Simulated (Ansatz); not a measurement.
Nudged elastic band of PtC$_{18}$ (part 2 of 2)

PtC$_{18}$ (slab, 19 atoms in the cell); DFT PBEsol, scalar-relativistic, plane waves, PAW, no spin polarisation (Ansatz 0.2.0); cutoff 420 eV, 2×2×1 k-mesh, Gaussian smearing of 0.02 eV. One setting was made poor on purpose. It belongs to a series of runs on one base structure; here: band between the two ends.

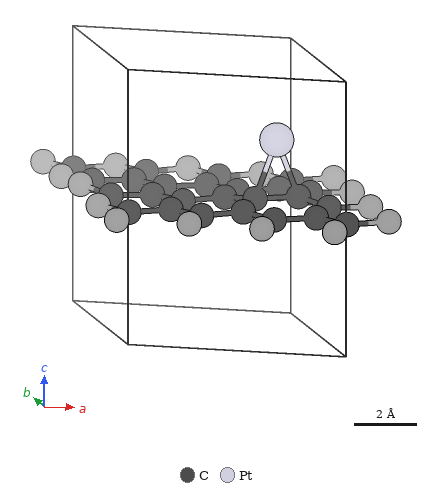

Figure 1. The structure as given in the input (ball-and-stick view of the cell of the calculation, with the vacuum cut short, seen slightly off an axis; neighbours outside the cell are drawn fainter).

**Output, continued**
```
  k-point 1: bands = ["-97.5072", "-52.3011", "-51.6404", "-51.4741", "-19.4388", "-19.2472", "-18.0815", "-17.9842", "-15.6861", "-15.5536", "-15.5267", "-15.4514", "-14.6878", "-13.7680", "-11.9960", "-11.9225", "-11.8260", "-11.7943", "-8.6895", "-8.6835", "-8.5247", "-8.4486", "-8.2740", "-8.1880", "-7.8186", "-7.3323", "-6.9989", "-6.9242", "-6.8805", "-6.1735", "-5.9358", "-5.8796", "-5.7521", "-4.7364", "-4.5471", "-4.1299", "-3.8150", "-3.4222", "-3.0996", "-2.8765", "-2.0139", "-1.9155", "-1.8422", "-1.4953", "-1.2706", "-0.0080", "1.3246", "2.0364", "2.0994", "2.1588", "2.2499", "3.3206", "4.1744", "4.3550", "4.6110", "4.9011", "5.2965", "5.2996", "5.8073", "5.9836", "6.2148", "6.2596", "6.8531", "6.9151"]
  k-point 2: bands = ["-97.5072", "-52.3011", "-51.6404", "-51.4741", "-19.4389", "-19.2470", "-18.0821", "-17.9839", "-15.6870", "-15.5532", "-15.5252", "-15.4523", "-14.6891", "-13.7648", "-11.9981", "-11.9228", "-11.8263", "-11.7944", "-8.6899", "-8.6844", "-8.5243", "-8.4468", "-8.2782", "-8.1913", "-7.8162", "-7.3317", "-6.9940", "-6.9236", "-6.8790", "-6.1741", "-5.9398", "-5.8761", "-5.7464", "-4.7385", "-4.5522", "-4.1273", "-3.8157", "-3.4219", "-3.1011", "-2.8781", "-2.0136", "-1.9154", "-1.8444", "-1.4952", "-1.2707", "-0.0066", "1.3277", "2.0351", "2.0991", "2.1604", "2.2497", "3.3182", "4.1743", "4.3557", "4.6110", "4.9002", "5.2964", "5.2994", "5.8079", "5.9808", "6.2152", "6.2608", "6.8521", "6.9155"]
  k-point 3: bands = ["-97.5072", "-52.3011", "-51.6404", "-51.4741", "-19.4453", "-19.2384", "-18.0809", "-17.9866", "-15.7146", "-15.5456", "-15.5109", "-15.4477", "-14.7287", "-13.6882", "-11.9898", "-11.9604", "-11.8079", "-11.8061", "-8.8384", "-8.6303", "-8.5227", "-8.4364", "-8.2944", "-8.2707", "-7.8012", "-7.3067", "-6.9340", "-6.8789", "-6.8246", "-6.1020", "-5.9968", "-5.8581", "-5.6653", "-4.8098", "-4.6319", "-4.1452", "-3.6925", "-3.4648", "-3.1126", "-2.9086", "-2.1370", "-1.9152", "-1.7915", "-1.4330", "-1.3633", "0.0705", "1.3300", "2.0623", "2.1362", "2.1812", "2.2379", "3.2542", "4.1713", "4.4235", "4.5804", "4.8779", "5.2870", "5.2980", "5.8440", "5.9529", "6.2580", "6.2598", "6.8474", "6.9251"]
this run last wrote the band of iteration 22 to [file]
--- NEB band (5 images, 22 band iterations, 422 SCF iterations) ---
  forward barrier  = 0.175064 eV
  backward barrier = 0.175064 eV
  lagrangian_above_aufbau_ev (what the smearing adds, to first order; not taken off the barriers): saddle image -0.000000 eV, end points -0.000000 and -0.000000 eV
  climbing image's point = of an order that was not read
  energies are F+E_penalty+E_count in eV, relative to image 0
  image     s (Å)  Δ vs image 0  max|band force component| (eV/Å)
      0    0.0000      0.000000                                 —
  *   1    0.6352      0.175064                          2.611e-2
      2    1.2603      0.000403                          3.217e-2
      3    1.8855      0.175013                          2.283e-2
      4    2.5095     -0.000000                                 —
  climbing-image geometry (image 1):
  cell:  # Å, volume = 568.7750 Å³
    - [7.398, 0.0, 0.0]
    - [-3.699, 6.406856, 0.0]
    - [0.0, 0.0, 12.0]
  atoms:
    - { symbol: C, position: [0.0030277431399196785, -0.0025007163167823725, 0.08047282222278052] }
    - { symbol: C, position: [0.22483113904716467, 0.10936979263396981, 0.08293915137810026] }
    - { symbol: C, position: [0.005401159867518018, 0.328718001298901, 0.08158012271337628] }
    - { symbol: C, position: [0.22557202945306046, 0.4424879655666543, 0.07925801023694626] }
    - { symbol: C, position: [0.004048481183757224, 0.6670760045222477, 0.09281800083122774] }
    - { symbol: C, position: [0.22633981182081866, 0.7770914273677448, 0.08570939362699216] }
    - { symbol: C, position: [0.33638794663788574, -0.002286293231990994, 0.08479676230313217] }
    - { symbol: C, position: [0.5571430988444038, 0.10791045410284543, 0.08632265448885149] }
    - { symbol: C, position: [0.33662602399884145, 0.3311216224251427, 0.08081248622054796] }
    - { symbol: C, position: [0.5572633928703279, 0.44349336936577377, 0.08283439881407781] }
    - { symbol: C, position: [0.3361274573244335, 0.6647313062737602, 0.08061658356552281] }
    - { symbol: C, position: [0.557855271953073, 0.7763417414488034, 0.07816571891189708] }
    - { symbol: C, position: [0.6694159107139761, -0.0020065718423750824, 0.08099728793042978] }
    - { symbol: C, position: [0.8917017105381985, 0.1086185189499693, 0.07932815902348707] }
    - { symbol: C, position: [0.6670775772829232, 0.3301175988509532, 0.09319667956637136] }
    - { symbol: C, position: [0.8931582385888801, 0.4409675431204073, 0.09166325669507996] }
    - { symbol: C, position: [0.6693211392689847, 0.6648231253796745, 0.07843177873405423] }
    - { symbol: C, position: [0.8906848622113244, 0.7769460680539589, 0.08243999809390533] }
    - { symbol: Pt, position: [0.8638610527545086, 0.47261555953034184, 0.25511615464321974] }
```

**The last band as extended XYZ (Å, eV, eV/Å)**
```
19
Lattice="7.3980 0.0000 0.0000 -3.6990 6.4069 0.0000 0.0000 0.0000 12.0000" Properties=species:S:1:pos:R:3:forces:R:3 image=0 energy=-16819.70872
C     0.0325   -0.0100    0.9422    0.0003  -0.0002   0.0023
C     1.2601    0.6988    0.9671   -0.0014  -0.0011  -0.0006
C    -1.1814    2.1186    1.0234   -0.0003   0.0006   0.0016
C     0.0250    2.8336    0.9699   -0.0010   0.0016  -0.0018
C    -2.4300    4.2814    1.0235   -0.0017   0.0002   0.0007
C    -1.2077    4.9687    0.9700    0.0025  -0.0018  -0.0022
C     2.4975   -0.0102    0.9700   -0.0018   0.0024  -0.0012
C     3.7199    0.6771    1.0236    0.0008  -0.0009   0.0005
C     1.2647    2.1249    0.9699    0.0028  -0.0016  -0.0011
C     2.4712    2.8398    1.0235   -0.0003   0.0009   0.0011
C     0.0297    4.2597    0.9671    0.0023   0.0007  -0.0001
C     1.2574    4.9684    0.9422   -0.0014   0.0007   0.0024
C     4.9642   -0.0139    0.9589    0.0019   0.0000   0.0001
C     6.1929    0.6955    0.9589   -0.0018  -0.0012  -0.0008
C     3.7108    2.1137    1.1797   -0.0030  -0.0002  -0.0020
C     4.9770    2.8448    1.1795    0.0023  -0.0002  -0.0013
C     2.4950    4.2629    0.9589    0.0017   0.0005  -0.0009
C     3.7237    4.9723    0.9588   -0.0016  -0.0003   0.0005
Pt    4.3442    2.4793    3.1030   -0.0003  -0.0001   0.0025
19
Lattice="7.3980 0.0000 0.0000 -3.6990 6.4069 0.0000 0.0000 0.0000 12.0000" Properties=species:S:1:pos:R:3:forces:R:3 image=1 energy=-16819.53366
C     0.0316   -0.0160    0.9657    0.0075   0.0083   0.0079
C     1.2587    0.7007    0.9953   -0.0016  -0.0136   0.0133
C    -1.1760    2.1060    0.9790   -0.0102   0.0012  -0.0110
C     0.0320    2.8350    0.9511    0.0049   0.0006  -0.0138
C    -2.4376    4.2739    1.1138   -0.0073  -0.0063  -0.0009
C    -1.2000    4.9787    1.0285   -0.0047  -0.0002   0.0266
C     2.4971   -0.0146    1.0176    0.0083   0.0166   0.0185
C     3.7226    0.6914    1.0359   -0.0027  -0.0195  -0.0106
C     1.2655    2.1214    0.9698    0.0010   0.0023  -0.0123
C     2.4822    2.8414    0.9940   -0.0113   0.0052  -0.0111
C     0.0278    4.2588    0.9674    0.0208  -0.0037   0.0106
C     1.2553    4.9739    0.9380   -0.0061  -0.0068   0.0099
C     4.9598   -0.0129    0.9720   -0.0006   0.0077  -0.0087
C     6.1950    0.6959    0.9519   -0.0009  -0.0035  -0.0107
C     3.7139    2.1150    1.1184    0.0122   0.0008  -0.0110
C     4.9764    2.8252    1.1000   -0.0006   0.0024  -0.0005
C     2.4925    4.2594    0.9412    0.0010  -0.0086   0.0035
C     3.7154    4.9778    0.9893    0.0078   0.0000   0.0037
Pt    4.6426    3.0280    3.0614   -0.0173   0.0169  -0.0034
19
Lattice="7.3980 0.0000 0.0000 -3.6990 6.4069 0.0000 0.0000 0.0000 12.0000" Properties=species:S:1:pos:R:3:forces:R:3 image=2 energy=-16819.70832
C     0.0286   -0.0162    0.9661   -0.0037  -0.0104   0.0170
C     1.2613    0.7008    0.9702   -0.0046   0.0030  -0.0200
C    -1.1892    2.1054    1.0193   -0.0020  -0.0180   0.0162
C     0.0315    2.8372    0.9571   -0.0019   0.0144   0.0062
C    -2.4380    4.2783    1.1777    0.0008  -0.0310  -0.0127
C    -1.1888    4.9882    1.0240   -0.0127   0.0070   0.0134
C     2.4938   -0.0163    0.9754    0.0239   0.0146  -0.0207
C     3.7278    0.7031    0.9753   -0.0232  -0.0133  -0.0176
C     1.2611    2.1183    0.9448    0.0147  -0.0009  -0.0164
C     2.4913    2.8372    0.9591   -0.0201   0.0103   0.0060
C     0.0314    4.2561    0.9593    0.0204  -0.0094   0.0039
C     1.2614    4.9751    0.9451   -0.0143   0.0017  -0.0168
C     4.9602   -0.0142    0.9704    0.0050  -0.0021  -0.0188
C     6.1928    0.7029    0.9663    0.0040   0.0114   0.0181
C     3.7115    2.1054    1.0238    0.0131  -0.0057   0.0209
C     4.9605    2.8154    1.1786    0.0006   0.0328  -0.0097
C     2.4910    4.2562    0.9573    0.0025  -0.0135   0.0061
C     3.7115    4.9881    1.0192    0.0029   0.0188   0.0141
Pt    4.9635    3.5519    3.1010   -0.0054  -0.0098   0.0106
19
Lattice="7.3980 0.0000 0.0000 -3.6990 6.4069 0.0000 0.0000 0.0000 12.0000" Properties=species:S:1:pos:R:3:forces:R:3 image=3 energy=-16819.53371
C     0.0267   -0.0088    0.9521    0.0004   0.0021  -0.0097
C     1.2617    0.6996    0.9721   -0.0004  -0.0089  -0.0067
C    -1.1926    2.1161    0.9887   -0.0084  -0.0012  -0.0001
C     0.0300    2.8340    0.9412   -0.0028   0.0072   0.0035
C    -2.4543    4.2676    1.1001   -0.0007  -0.0050  -0.0010
C    -1.1915    4.9779    1.1216   -0.0130  -0.0018  -0.0029
C     2.4993   -0.0043    1.0373    0.0023   0.0180  -0.0051
C     3.7243    0.7010    1.0175   -0.0099  -0.0176   0.0186
C     1.2674    2.1199    0.9380    0.0058   0.0048   0.0100
C     2.4949    2.8347    0.9672   -0.0217   0.0027   0.0087
C     0.0406    4.2525    0.9945    0.0111  -0.0071  -0.0075
C     1.2568    4.9722    0.9698   -0.0019  -0.0037  -0.0111
C     4.9629   -0.0139    0.9952    0.0012   0.0115   0.0133
C     6.1901    0.7025    0.9657   -0.0085  -0.0094   0.0067
C     3.7228    2.1153    1.0269    0.0044  -0.0014   0.0215
C     4.9597    2.8193    1.1105    0.0063   0.0048  -0.0089
C     2.4908    4.2589    0.9511   -0.0055  -0.0020  -0.0148
C     3.6983    4.9871    0.9791    0.0087  -0.0029  -0.0112
Pt    5.2837    4.0753    3.0615    0.0326   0.0099  -0.0034
19
Lattice="7.3980 0.0000 0.0000 -3.6990 6.4069 0.0000 0.0000 0.0000 12.0000" Properties=species:S:1:pos:R:3:forces:R:3 image=4 energy=-16819.70872
C     0.0290   -0.0083    0.9589    0.0018   0.0005  -0.0009
C     1.2577    0.7011    0.9588   -0.0017  -0.0003   0.0005
C    -1.2008    2.1217    0.9589    0.0019   0.0000   0.0001
C     0.0279    2.8311    0.9589   -0.0018  -0.0013  -0.0008
C    -2.4542    4.2493    1.1797   -0.0030  -0.0002  -0.0020
C    -1.1880    4.9804    1.1795    0.0023  -0.0002  -0.0013
C     2.5020    0.0101    1.0235   -0.0017   0.0002   0.0007
C     3.7243    0.6974    0.9700    0.0025  -0.0018  -0.0022
C     1.2655    2.1256    0.9422    0.0003  -0.0002   0.0023
C     2.4931    2.8344    0.9671   -0.0015  -0.0011  -0.0006
C     0.0516    4.2542    1.0234   -0.0003   0.0006   0.0016
C     1.2580    4.9692    0.9699   -0.0009   0.0016  -0.0018
C     4.9617   -0.0116    0.9671    0.0023   0.0007  -0.0001
C     6.1894    0.6972    0.9422   -0.0014   0.0007   0.0024
C     3.7305    2.1254    0.9700   -0.0018   0.0023  -0.0012
C     4.9529    2.8127    1.0236    0.0008  -0.0009   0.0005
C     2.4977    4.2605    0.9699    0.0028  -0.0015  -0.0011
C     3.7042    4.9754    1.0235   -0.0003   0.0009   0.0011
Pt    5.5772    4.6149    3.1030   -0.0003  -0.0001   0.0025
```

The run was set up as follows.

**The input**
```yaml
crystal:
  lattice:
    - [7.398, 0.0, 0.0]
    - [-3.699, 6.406856, 0.0]
    - [0.0, 0.0, 12.0]
  atoms:
    - { symbol: C, position: [0.00360544, -0.00156397, 0.07851269] }
    - { symbol: C, position: [0.22485749, 0.10906377, 0.08059141] }
    - { symbol: C, position: [0.00564717, 0.33067006, 0.08528455] }
    - { symbol: C, position: [0.22452155, 0.44227106, 0.08082426] }
    - { symbol: C, position: [0.0056515, 0.6682462, 0.08529135] }
    - { symbol: C, position: [0.22452252, 0.77552587, 0.08083252] }
    - { symbol: C, position: [0.33679168, -0.00159635, 0.08083227] }
    - { symbol: C, position: [0.55566578, 0.10568232, 0.08529845] }
    - { symbol: C, position: [0.33678423, 0.33165562, 0.08082648] }
    - { symbol: C, position: [0.55566191, 0.44324775, 0.08529438] }
    - { symbol: C, position: [0.33645212, 0.6648632, 0.0805884] }
    - { symbol: C, position: [0.55770716, 0.77548514, 0.07851392] }
    - { symbol: C, position: [0.66993324, -0.00216814, 0.07990642] }
    - { symbol: C, position: [0.89137993, 0.10855336, 0.07990583] }
    - { symbol: C, position: [0.66655603, 0.32990972, 0.09830655] }
    - { symbol: C, position: [0.8947631, 0.44401777, 0.09829483] }
    - { symbol: C, position: [0.66993192, 0.66536784, 0.07990831] }
    - { symbol: C, position: [0.89137888, 0.77609156, 0.07990216] }
    - { symbol: Pt, position: [0.78069908, 0.38698042, 0.25858464] }
basis:
  ecutwfc: 420.0
kpoints:
  mp_grid: { grid: [2, 2, 1] }
hamiltonian:
  xc: pbesol
scf:
  occupations: { method: gaussian, width: 0.02 }
  lower_state_search: "off"
neb:
  images: 3
  f_tol: 0.05
  max_iterations: 50
  order_check: false
  max_displacement: 0.5
  optimiser: fire
  final_atoms:
    - { symbol: C, position: [0.00326525, -0.00129883, 0.07990831] }
    - { symbol: C, position: [0.22471221, 0.10942489, 0.07990216] }
    - { symbol: C, position: [0.00326657, 0.33116519, 0.07990642] }
    - { symbol: C, position: [0.22471326, 0.44188669, 0.07990583] }
    - { symbol: C, position: [-0.00011064, 0.66324305, 0.09830655] }
    - { symbol: C, position: [0.22809643, 0.7773511, 0.09829483] }
    - { symbol: C, position: [0.33898483, 0.00157953, 0.08529135] }
    - { symbol: C, position: [0.55785585, 0.1088592, 0.08083252] }
    - { symbol: C, position: [0.33693877, 0.33176936, 0.07851269] }
    - { symbol: C, position: [0.55819082, 0.4423971, 0.08059141] }
    - { symbol: C, position: [0.3389805, 0.66400339, 0.08528455] }
    - { symbol: C, position: [0.55785488, 0.77560439, 0.08082426] }
    - { symbol: C, position: [0.66978545, -0.00180347, 0.0805884] }
    - { symbol: C, position: [0.89104049, 0.10881847, 0.07851392] }
    - { symbol: C, position: [0.67012501, 0.33173698, 0.08083227] }
    - { symbol: C, position: [0.88899911, 0.43901565, 0.08529845] }
    - { symbol: C, position: [0.67011756, 0.66498895, 0.08082648] }
    - { symbol: C, position: [0.88899524, 0.77658108, 0.08529438] }
    - { symbol: Pt, position: [1.11403241, 0.72031375, 0.25858464] }
```

Command:
```bash
ansatz run input.yaml --threads 1 --pin off --max-ram 3072MiB --backend cpu --events-out ev --progress --plain --runs-dir out
```

**Summary**

```json
{"quantity": "outcome", "value": "converged"}
{"quantity": "barrier, forward", "value": "0.175 eV"}
{"quantity": "barrier, backward", "value": "0.175 eV"}
{"quantity": "electrons treated", "value": "90"}
{"quantity": "hardware", "value": "1 thread of Arm Neoverse V1, 24 GiB of memory available, shared host"}
{"quantity": "wall time", "value": "7.9 min"}
{"quantity": "peak memory", "value": "0.92 GiB"}
```

A deliberately poor setting: long steps. Spin–orbit coupling is left out, which matters for Pt. The k-point mesh is coarse for a cell of this size, so the results may not be converged. The order of the saddle point was not checked.
